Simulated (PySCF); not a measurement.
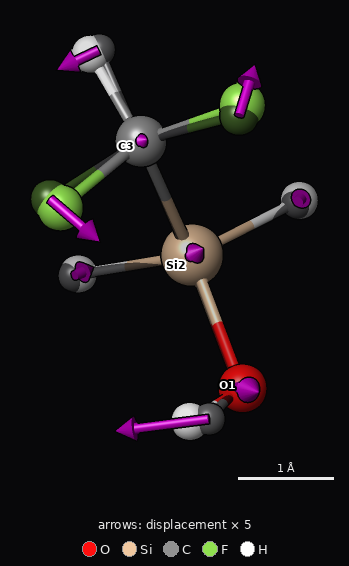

This is a relaxation of CH₄F₂OSi. The starting structure is drawn faded, the final one solid; purple arrows show the displacements, magnified 5 times. The two geometries are superimposed by the best rigid fit.

A ball-and-stick model, seen from a free direction.

The start comes from GFN2-xTB.

These are results of PBE0-D3(BJ)/def2-SVP geometry optimisation, gas phase in PySCF, not measurements. 

### Which element moves most?

Hydrogen: up to 0.21 Å, against 0.15 Å for fluorine.

### Describe the change and its energy.

After 11 geometry steps the energy has fallen by 11.4 kJ/mol. The largest force component goes from 1.4 to 0.012 eV/Å. The atom that moves furthest after the best rigid fit is an H atom (0.21 Å). By element the largest moves are H 0.21 Å, F 0.15 Å, O 0.09 Å, Si 0.06 Å, C 0.03 Å. Near-neighbour distances that change, for instance: O–Si 1.611 → 1.658 Å, H–Si 1.460 → 1.495 Å, C–Si 1.941 → 1.919 Å, C–H 1.097 → 1.107 Å. Bond angles that change, for instance: Si–O–H 123.8° → 115.8°, H–Si–H 116.8° → 110.9°, Si–C–F 109.4° → 106.6°. The run took of the order of 30 core-seconds on a shared host.
